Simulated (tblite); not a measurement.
# Frequency calculation, with input and output: C6H8Al (charge −1)

- system: C6H8Al, charge −1, SMILES [AlH3-][c]1ccccc1
- method: GFN2-xTB harmonic vibrations, gas phase (tblite 0.8.0)

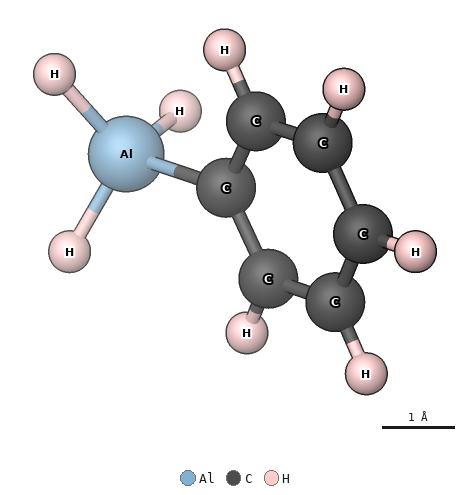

*The input geometry (ball-and-stick view, seen at a tilt). Sticks mark near contacts.*

Bond lengths as drawn: Al–C 2.06 Å, Al–H 1.62 Å, C–C 1.38 to 1.40 Å and C–H 1.09 Å.

### Input file
```
{"job": {"kind": "ir", "xc": "GFN2-xTB", "basis": "xTB"}, "charge": -1, "multiplicity": 1}
Al     2.778696    -0.362331    -0.334645
C      0.742584    -0.124494    -0.161570
C      0.086977     1.046956    -0.553994
C     -1.281544     1.217994    -0.434817
C     -2.060163     0.201303     0.093815
C     -1.451559    -0.974721     0.500838
C     -0.081302    -1.121192     0.371076
H      3.454748     1.099989    -0.213573
H      3.260971    -1.340507     0.857807
H      0.687999     1.852151    -0.966522
H     -1.752316     2.144787    -0.751536
H     -3.134100     0.325426     0.189691
H     -2.056013    -1.774287     0.920382
H      0.385861    -2.045952     0.696111
H      3.122491    -1.021988    -1.770897
```

The first line tells a small driver script what to run in tblite; the rest is the geometry in Å.

Hardware: 1 CPU thread, shared host.

Launch command:
```bash
OMP_NUM_THREADS=1 python <driver script> task.json out
```

### Output
```
mode    cm-1     km/mol
  1      23.3      0.09
  2      57.8      3.01
  3      87.1      4.62
  4     304.0      0.50
  5     338.7      0.04
  6     352.7      7.49
  7     461.1     34.29
  8     476.2     47.84
  9     586.8      0.03
 10     625.1      9.00
 11     661.1      0.51
 12     708.0     30.76
 13     744.5    377.52
 14     749.7    368.26
 15     790.6   1289.39
 16     876.8      0.02
 17     879.9      0.55
 18     922.1      0.07
 19     924.6      0.08
 20     968.9     23.87
 21    1075.3      2.31
 22    1105.0      4.34
 23    1105.2     12.00
 24    1183.9      0.09
 25    1198.6      0.82
 26    1279.0      1.99
 27    1301.6      3.36
 28    1410.1     43.44
 29    1417.5    682.41
 30    1426.1    589.43
 31    1457.3     30.02
 32    1481.6    260.17
 33    1564.6      3.39
 34    1581.0      0.35
 35    2980.6     33.22
 36    2983.4     73.24
 37    2998.2    134.43
 38    3001.8    256.57
 39    3017.1    136.26
ZPE 269.801  H(298)-E 293.815  G(298)-E 184.444 kJ/mol  S 366.83 J/(mol K)
```

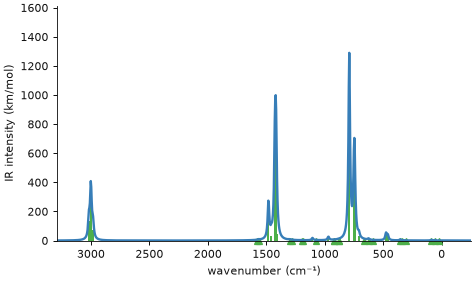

*Harmonic infrared spectrum, unscaled: sticks (degenerate modes added up, dark ones marked on the axis) with a Lorentzian envelope of 16 cm⁻¹ full width, scaled to the tallest stick.*

39 modes from 23 to 3017 cm⁻¹, none imaginary. The strongest line is at 791 cm⁻¹ (1289 km/mol).

### Summary

```tsv
quantity	value
outcome	converged
total energy	−495.2630 eV
zero-point energy	64.4840 kcal/mol
peak memory	0.47 GiB
```
